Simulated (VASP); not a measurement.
Band structure of P (relaxed from the fcc structure, space group Fm-3m). Method: PBEsol GGA, VASP's PBE PAW potentials (set 64) (plane waves; VASP).

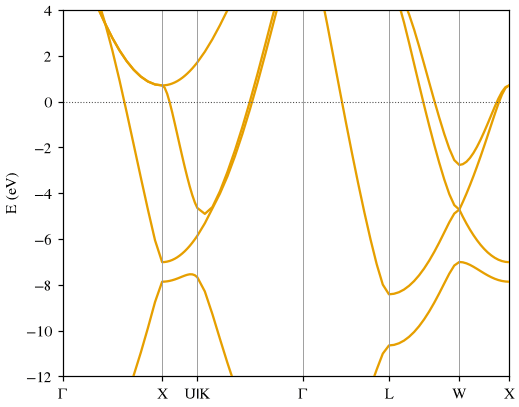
Figure: Bands along high-symmetry lines, zero at the valence-band maximum or, without a gap, the Fermi level

Task: Read the plot: is there a gap, and where are the band edges?

Result: It has no gap at this level: it comes out as a metal or semimetal. (Edges off the drawn lines would not show.)

The structure was generated: P was put into the fcc type (Fm-3m), which need not be its known phase. It was relaxed first.
